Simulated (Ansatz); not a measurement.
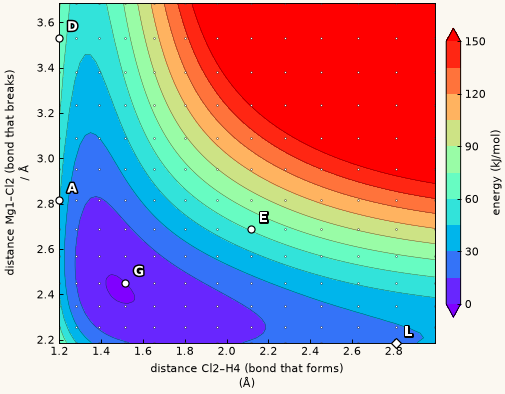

The reacting system BrCl2HMg (fragments BrCl₂HMg where the first distance is long, BrClMg + ClH where the second is long). First axis: distance Cl2–H4 (bond that forms). Second axis: distance Mg1–Cl2 (bond that breaks). Relaxed at each point: all other coordinates. Grid: 13 × 13 points. Points are written as (first, second). Energies: kJ/mol, counted from the lowest grid point. The reference is spin-restricted, so regions where a bond is pulled apart into radicals lie too high. The calculation used RKS SPW92 (LDA)/def2-SVP in Ansatz 0.2.0.

Drawn: filled contours, dots at the grid points, one colour for all values above the top of the scale, lettered points. Between grid points the surface is interpolated.

Question: Is G the lowest point of the computed grid?

Answer: Yes. G, at (1.515 Å, 2.452 Å), has the lowest energy of the grid.

Question: What kind of point is each of E, G: minimum, saddle, maximum or slope?

Answer: E: on a slope; G: minimum. (In these two coordinates alone; a stationary point may lie a little off the grid point.)
